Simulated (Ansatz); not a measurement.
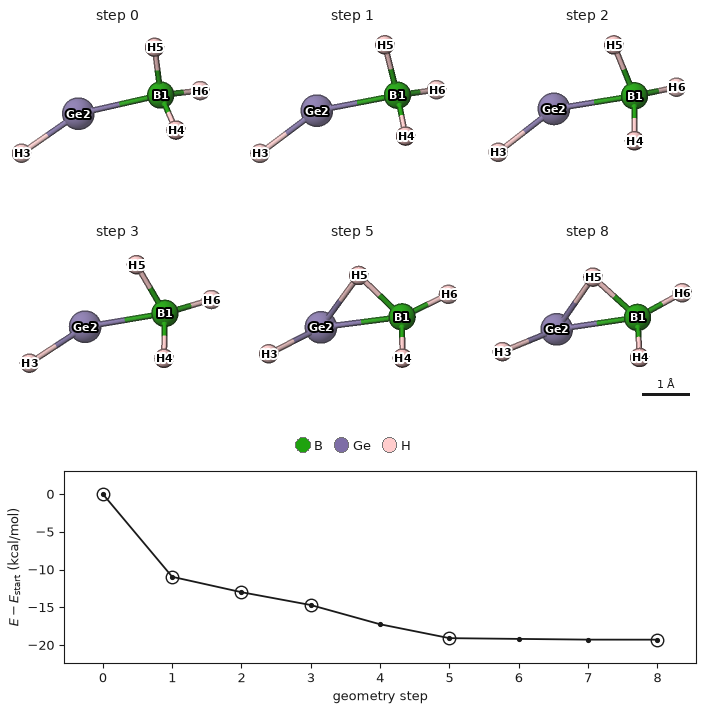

Frames of a relaxation of BGeH$_{4}$ (multiplicity 2), marked on the history of the run. The picture is a ball-and-stick view, seen from a free direction.

It is one of the separated reactants of a reaction.

The calculation used UKS PBE-D4/def2-SVP (Ansatz 0.2.0). (force threshold 0.03 eV/Å; at most 250 steps)

**What happens along the run?**

After 8 geometry steps the energy has fallen by 19.3 kcal/mol. The largest force component goes from 1.8 to 0.0082 eV/Å. The largest move after the best rigid fit is that of H5, 0.81 Å. By element the largest moves are H 0.81 Å, Ge 0.28 Å, B 0.22 Å. Near-neighbour distances that change, for instance: Ge2–H5 2.597 → 1.896 Å, B1–H5 1.150 → 1.320 Å, Ge2–H3 1.510 → 1.597 Å, B1–H4 1.150 → 1.220 Å. Bond angles that change, for instance: Ge2–B1–H5 105.9° → 64.7°, B1–Ge2–H3 137.4° → 110.4°, H4–B1–H6 108.2° → 125.3°. The run took 10 s on 2 threads of Arm Neoverse V2, with other jobs on the host. From step 0 to 1: H4 moves most (0.18 Å), energy −11.0 kcal/mol. From step 1 to 2: H4 moves most (0.17 Å), energy −2.04 kcal/mol. From step 2 to 3: H3 moves most (0.20 Å), energy −1.70 kcal/mol. From step 3 to 5: H5 moves most (0.39 Å), energy −4.39 kcal/mol. From step 5 to 8: H3 moves most (0.07 Å), energy −0.20 kcal/mol.
